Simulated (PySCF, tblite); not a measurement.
**C7H12B2O: geometry, infrared bands and NMR shifts**

What infrared bands and NMR shifts should C7H12B2O (`BOB[C@@H](C#CC)C1CC1`) show?

The runs use tblite 0.8.0 and PySCF 2.14.0, with density-fitted response routines of our own; the level of theory stands in each step. All values are computed, except where a source is named. Atoms count from 0, in the outputs and in this text.

## 1. Starting geometry

22 atoms, charge 0, multiplicity 1; geometry from: force field or distance geometry start.

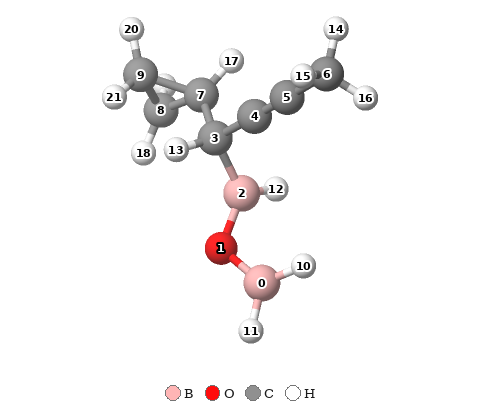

The starting geometry (boron pink, oxygen red, carbon grey, hydrogen white), atoms numbered.

## 2. Geometry optimisation with GFN2-xTB

The job: settings as JSON, then the geometry in Å.

```
{"job": {"kind": "relax", "xc": "GFN2-xTB", "basis": "xTB"}, "charge": 0, "multiplicity": 1}
B      3.398200    -0.893400     0.657400
O      2.131100    -1.600300     0.532500
B      1.203400    -0.959800    -0.355900
C     -0.172600    -0.344200     0.161100
C     -0.051800     1.108200     0.157300
C      0.030900     2.323200     0.146800
C      0.118600     3.801700     0.139200
C     -1.338800    -0.823800    -0.686000
C     -1.617400    -2.296600    -0.790600
C     -2.458600    -1.426900     0.159800
H      3.585700     0.199700     0.273700
H      4.280900    -1.390800     1.284700
H      1.428400    -0.982800    -1.501700
H     -0.329900    -0.640200     1.226600
H     -0.715700     4.264700    -0.431700
H     -0.007800     4.093900     1.214400
H      1.070200     4.103500    -0.305100
H     -1.702500    -0.130100    -1.449600
H     -0.951800    -3.040400    -0.316500
H     -2.178400    -2.623300    -1.660200
H     -3.510100    -1.197000    -0.101900
H     -2.222600    -1.525800     1.244000
```

Run with:

```
$ OMP_NUM_THREADS=1 python probes_run.py task.json out
```

The driver reads the jobs from task.json and runs them one after another.

**Question.** This job is followed by: GFN2-xTB harmonic vibrations, gas phase; GIAO PBE0/pcSseg-1 NMR shielding, non-relativistic, gas phase. What will the session give for the following? strongest single infrared mode (GFN2-xTB); zero-point energy (GFN2-xTB); 13C shifts against TMS (PBE0/pcSseg-1); 1H shifts against TMS (PBE0/pcSseg-1, means over atoms taken as alike); 11B shifts against BF3·OEt2 (PBE0/pcSseg-1); 17O shifts against H2O (PBE0/pcSseg-1).

**Answer**, as computed:

| quantity | value |
| --- | --- |
| strongest single infrared mode (GFN2-xTB) | 1626 cm⁻¹, 260 km/mol |
| zero-point energy (GFN2-xTB) | 108.5 kcal/mol |
| 13C shifts against TMS (PBE0/pcSseg-1) | 85.4, 83.1, 34.9, 16.7, 7.0, 6.2, 5.1 ppm |
| 1H shifts against TMS (PBE0/pcSseg-1, means over atoms taken as alike) | 5.43, 5.37, 2.03, 1.07, 0.87, 0.59, 0.53, 0.22, -0.09 ppm |
| 11B shifts against BF3·OEt2 (PBE0/pcSseg-1) | 39.6, 37.9 ppm |
| 17O shifts against H2O (PBE0/pcSseg-1) | 318.4 ppm |

The optimisation took 118 steps and gained 1.427 eV; among the close pairs (by a distance rule), B0–O1 changed most, from 1.456 to 1.297 Å. The lowest mode is imaginary (21i cm⁻¹), so the xTB geometry is not a minimum. The strongest single mode, at 1626 cm⁻¹, moves mainly O1. Unscaled tight-binding wavenumbers are off by several per cent, some by more. Its intensities can rank the bands wrongly. At PBE0/pcSseg-1: The largest span, 267 ppm, is at C4, where the paramagnetic term is -160 ppm.
